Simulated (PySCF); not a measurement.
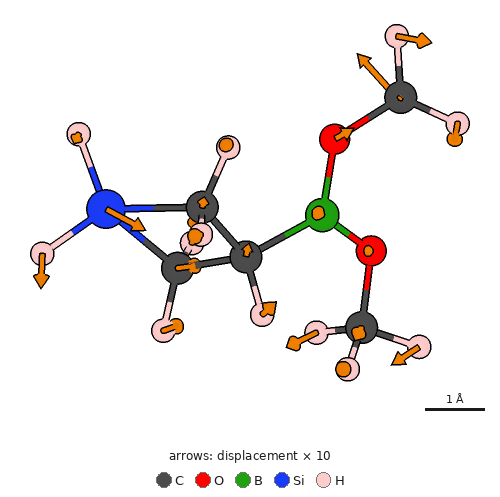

A relaxation of C5H13BO2Si. The starting structure is drawn; orange arrows show the displacements, 10 times their true length. The two geometries are superimposed by the best rigid fit.

Style: ball-and-stick. Shown at a tilt.

The start comes from GFN2-xTB. Its atoms were then displaced at random by about 0.01 Å.

All numbers below come from PBE0-D3(BJ)/def2-SVP geometry optimisation, gas phase in PySCF 2.14.0, density-fitted response routines. 

Atoms of which element are displaced furthest, and by how much?

Answer. Hydrogen: up to 0.11 Å, against 0.08 Å for silicon.

What happened in the run?

Answer. Over 5 geometry steps the energy falls by 0.248 eV. The largest move after the best rigid fit is that of an H atom, 0.11 Å. By element the largest moves are H 0.11 Å, Si 0.08 Å, C 0.08 Å, O 0.04 Å, B 0.04 Å. Some distances before and after: H–Si 1.437 → 1.499 Å, C–H 1.056 → 1.100 Å, C–O 1.446 → 1.404 Å, C–Si 1.931 → 1.890 Å. Among the angles between lasting bonds that change: H–Si–H 111.9° → 107.8°, C–C–Si 92.0° → 88.0°, C–Si–C 76.9° → 80.6°.
